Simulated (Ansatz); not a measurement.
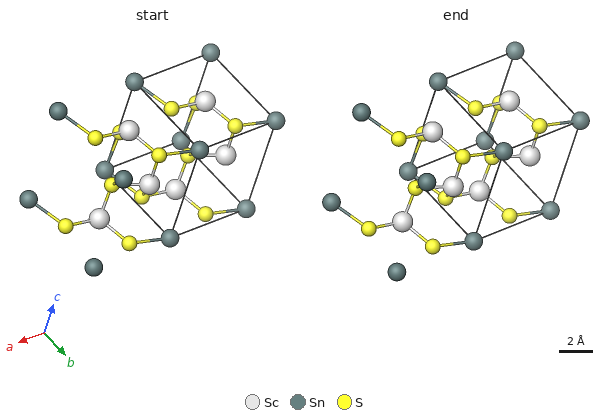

The structure of crystalline Sc$_{2}$SnS$_{4}$ (built on the Al2ZnS4-82 type type) before (left) and after (right) a relaxation, at one scale.

Style: ball-and-stick. Shown: the cell of the calculation, repeated 2 × 1 × 1 with one cell outlined, from a free direction.

All numbers below come from DFT, r2SCAN+rVV10, plane waves, PAW in Ansatz 0.2.0. (plane-wave cutoff 500 eV; k-point mesh 6 × 6 × 6; occupations fermi dirac; smearing width 0.03 eV; no spin polarisation; cell and atoms relaxed; force threshold 0.01 eV/Å; at most 120 steps)

> What changed between the two?

Over 5 accepted moves (6 points after the start) the energy falls by 29.4 meV per cell of the calculation. Largest force component: 0.067 eV/Å at the start, 0.0015 eV/Å at the end. Pressure: 1.44 GPa at the start and 0.02 GPa at the end. The SCF was repeated once at an unchanged geometry on a basis and grid sized afresh for the cell, which shifted the energy by 1.4 meV per cell of the calculation at most. The largest moves relative to the cell, 0.054 Å, are those of S atoms. Sc and Sn stay in place. The drawn cell changes as follows: a = b = c 5.993 → 6.088 Å (+1.6 %), α 113.0° → 113.7°, β 113.0° → 113.7°, γ 102.7° → 101.2°; the volume changes by +4.3 %. Some distances before and after: S–Sc 2.440 → 2.449 Å. Bond angles that change, for instance: S–Sc–S 149.7° → 146.5°. The space group stays I-4 (No. 82). Cost: 81 s on 4 threads of Arm Neoverse V2, with other jobs on the host, peak memory 1.1 GiB.
